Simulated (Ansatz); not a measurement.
BHCl₃: several calculations on one system

### Relaxation

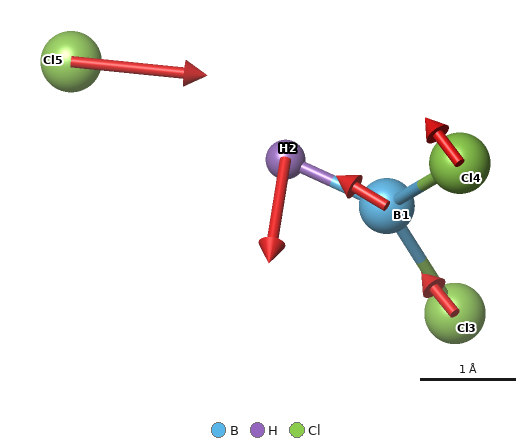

This is a relaxation of BHCl$_{3}$ (multiplicity 2). The starting structure is drawn; red arrows show the displacements, at their true length. The two geometries are superimposed by the best rigid fit.

A ball-and-stick model, seen from a free direction.

The run prepares an end point of a later path (reaction) calculation, from a guessed geometry.

The calculation used Ansatz 0.2.0, UKS revPBE/def2-SVP. Set-up: collinear spin; force threshold 0.03 eV/Å; at most 50 steps.

What did the optimiser do to the structure, and how much energy did it gain?

Over 19 accepted moves (20 points after the start) the energy falls by 89.1 kJ/mol. The largest force component goes from 0.56 to 0.021 eV/Å. The line search rejected the trial step at point 8 of the run. Cl5 moves most after the best rigid fit: 1.45 Å. Largest moves by element: Cl 1.45 Å, H 1.29 Å, B 0.66 Å. Near-neighbour distances that change, for instance: B1–Cl5 3.768 → 1.821 Å, Cl4–Cl5 4.875 → 3.110 Å, Cl3–Cl5 4.836 → 3.110 Å, B1–H2 1.204 → 1.303 Å. New bonds form, among them: B1–Cl5 (3.77 → 1.82 Å). Among the angles between lasting bonds that change: H2–B1–Cl3 118.7° → 99.6°, Cl3–B1–Cl4 122.6° → 117.3°. The run took 30 s on 2 threads of Intel(R) Xeon(R) Platinum 8488C (Sapphire Rapids) (shared host), peak memory 0.17 GiB.

Limits of the set-up: the start holds two separate molecules, 2.6 Å apart at their closest, whose relative position is a soft coordinate and is computed without a dispersion correction.

### Relaxation

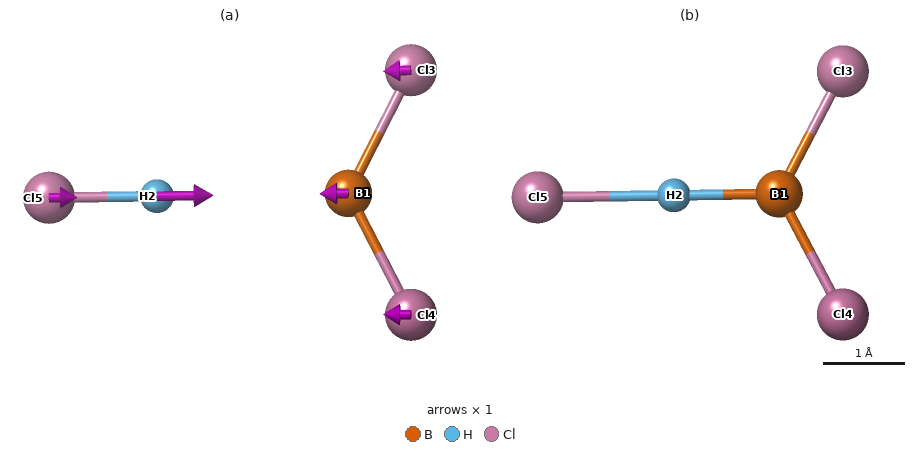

The structure of BHCl₃ (multiplicity 2) before (left) and after (right) a relaxation, at one scale. The purple arrows give the displacements, at their true length.

The picture is a ball-and-stick view, seen at a tilt.

The run prepares an end point of a later path (reaction) calculation, from a guessed geometry.

Level of theory: UKS revPBE/def2-SVP (Ansatz). (collinear spin; force threshold 0.03 eV/Å; at most 50 steps)

### Describe what moved and what it gained.

The largest move after the best rigid fit is that of H2, 0.71 Å. By element the largest moves are H 0.71 Å, B 0.36 Å, Cl 0.36 Å. Near-neighbour distances that change, for instance: B1–H2 2.385 → 1.311 Å, H2–Cl5 1.345 → 1.696 Å. New bonds form, among them: B1–H2 (2.38 → 1.31 Å). The energy falls by 22.6 kJ/mol in 7 accepted moves (9 points after the start). Largest force component: 0.76 eV/Å at the start, 0.0056 eV/Å at the end. The line search rejected the trial steps at points 5, 7 of the run.

Limits of the set-up: the start holds two separate molecules, 2.4 Å apart at their closest, whose relative position is a soft coordinate and is computed without a dispersion correction.

### Path

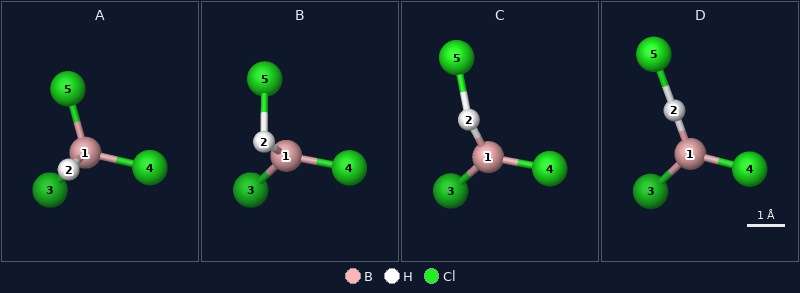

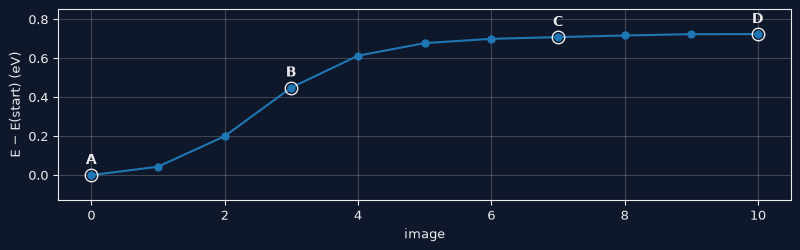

NEB run on BHCl$_{3}$ (multiplicity 2). Images are numbered from 0 (start) to 10 (end). Frames A to D are images 0, 3, 7, 10. The picture is a ball-and-stick view, seen at a tilt.

Computed with UKS revPBE/def2-SVP (Ansatz).

Input file:
```yaml
crystal:
  periodic: [false, false, false]
  atoms:
    - { symbol: B, position_ang: [0.00174, -0.077153, 0.521127] }
    - { symbol: H, position_ang: [-0.026393, 1.196028, 0.799102] }
    - { symbol: Cl, position_ang: [1.563722, -0.149198, -0.411841] }
    - { symbol: Cl, position_ang: [-1.545478, -0.213783, -0.429167] }
    - { symbol: Cl, position_ang: [0.006407, -0.755893, 2.210779] }
magnetization:
  spin_polarized: true
  initial_magnetization: 1
basis:
  gaussian: { orbitals: def2-SVP }
hamiltonian:
  xc: revpbe
neb:
  order_check: false
  images: 9
  f_tol: 0.03
  max_iterations: 60
  final_atoms:
    - { symbol: B, position_ang: [0.00235598, 0.03301449, -0.00743909] }
    - { symbol: H, position_ang: [-0.00329813, -0.0462029, 1.30133548] }
    - { symbol: Cl, position_ang: [1.54971986, 0.11301445, -0.79068227] }
    - { symbol: Cl, position_ang: [-1.53816603, 0.04887311, -0.80790475] }
    - { symbol: Cl, position_ang: [-0.01061368, -0.14869815, 2.99469063] }
  initial_path:
    images:
      - { positions_ang: [[0.00174, -0.077153, 0.521127], [-0.026393, 1.196028, 0.799102], [1.563722, -0.149198, -0.411841], [-1.545478, -0.213783, -0.429167], [0.006407, -0.755893, 2.210779]] }
      - { positions_ang: [[0.00190338, -0.05747247, 0.41698678], [-0.02197198, 0.94969716, 0.92713879], [1.5744586, -0.10107164, -0.51344373], [-1.55707242, -0.16612036, -0.53089783], [0.00268041, -0.62503168, 2.39021599]] }
      - { positions_ang: [[0.00206675, -0.03779194, 0.31284656], [-0.01755096, 0.70336632, 1.05517558], [1.58519521, -0.05294528, -0.61504647], [-1.56866684, -0.11845773, -0.63262865], [-0.00104617, -0.49417037, 2.56965298]] }
      - { positions_ang: [[0.00223013, -0.01811141, 0.20870634], [-0.01312993, 0.45703547, 1.18321237], [1.59593181, -0.00481893, -0.7166492], [-1.58026125, -0.07079509, -0.73435948], [-0.00477276, -0.36330905, 2.74908997]] }
      - { positions_ang: [[0.00239351, 0.00156912, 0.10456611], [-0.00870891, 0.21070463, 1.31124917], [1.60666842, 0.04330743, -0.81825193], [-1.59185567, -0.02313245, -0.8360903], [-0.00849934, -0.23244773, 2.92852696]] }
      - { positions_ang: [[0.00255688, 0.02124966, 0.00042589], [-0.00428789, -0.03562621, 1.43928596], [1.61740502, 0.09143379, -0.91985467], [-1.60345009, 0.02453018, -0.93782113], [-0.01222593, -0.10158642, 3.10796395]] }
      - { positions_ang: [[0.0025167, 0.02360262, -0.0011471], [-0.00408994, -0.03774155, 1.41169586], [1.60386799, 0.09574992, -0.89402019], [-1.59039328, 0.02939877, -0.91183785], [-0.01190348, -0.11100876, 3.08530928]] }
      - { positions_ang: [[0.00247652, 0.02595559, -0.0027201], [-0.00389198, -0.03985689, 1.38410577], [1.59033096, 0.10006605, -0.86818571], [-1.57733647, 0.03426736, -0.88585458], [-0.01158103, -0.12043111, 3.06265462]] }
      - { positions_ang: [[0.00243634, 0.02830856, -0.0042931], [-0.00369403, -0.04197223, 1.35651567], [1.57679392, 0.10438219, -0.84235123], [-1.56427965, 0.03913594, -0.8598713], [-0.01125858, -0.12985346, 3.03999996]] }
      - { positions_ang: [[0.00239616, 0.03066152, -0.00586609], [-0.00349608, -0.04408756, 1.32892557], [1.56325689, 0.10869832, -0.81651675], [-1.55122284, 0.04400453, -0.83388803], [-0.01093613, -0.1392758, 3.01734529]] }
      - { positions_ang: [[0.00235598, 0.03301449, -0.00743909], [-0.00329813, -0.0462029, 1.30133548], [1.54971986, 0.11301445, -0.79068227], [-1.53816603, 0.04887311, -0.80790475], [-0.01061368, -0.14869815, 2.99469063]] }
```

Launched with:
```bash
ansatz run input.yaml --threads 2 --pin off --max-ram 3072MiB --backend cpu --events-out ev --progress --plain --runs-dir out
```

> What happens along the path, and what is the barrier?

Breaking: B1–Cl5 (1.82 → 3.01 Å). No barrier shows: the energy is highest at the end, and the end lies 0.72 eV above the start. The band converged in 17 iterations. The largest component of the band force went from 6.6 to 0.022 eV/Å.

The run took 3 min on 2 threads of Intel(R) Xeon(R) Platinum 8488C (Sapphire Rapids) (shared host), peak memory 0.17 GiB.
